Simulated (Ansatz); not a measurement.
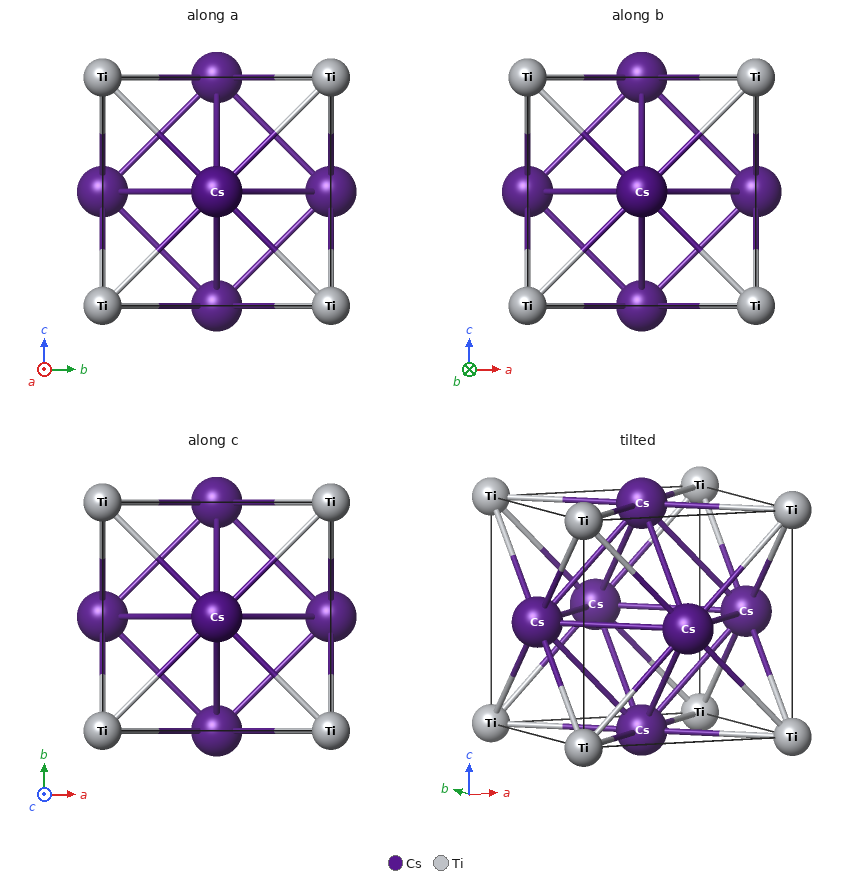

This ball-and-stick model is shown along the a axis, along the b axis, along the c axis and slightly off an axis. The parallelepiped is the conventional unit cell.

Lattice parameters: a = 6.4592 Å, b = 6.4592 Å, c = 6.4592 Å, α = 90.000°, β = 90.000°, γ = 90.000°.

Record the structure as a CIF with its space group and independent sites.

Answer.
```cif
data_structure
_symmetry_space_group_name_H-M 'P m -3 m'
_symmetry_Int_Tables_number 221
_cell_length_a 6.4592
_cell_length_b 6.4592
_cell_length_c 6.4592
_cell_angle_alpha 90.000
_cell_angle_beta 90.000
_cell_angle_gamma 90.000
_cell_volume 269.48
loop_
_atom_site_label
_atom_site_type_symbol
_atom_site_symmetry_multiplicity
_atom_site_Wyckoff_symbol
_atom_site_fract_x
_atom_site_fract_y
_atom_site_fract_z
_atom_site_occupancy
Cs1 Cs 3 c 0.0000 0.5000 0.5000 1
Ti1 Ti 1 a 0.0000 0.0000 0.0000 1
```

Its origin is a structure type filled with these elements by a generator (whether the compound takes this form wasn't checked). The picture shows the end point of a geometry optimisation with DFT PBE, scalar-relativistic, plane waves, PAW (Ansatz 0.2.0).
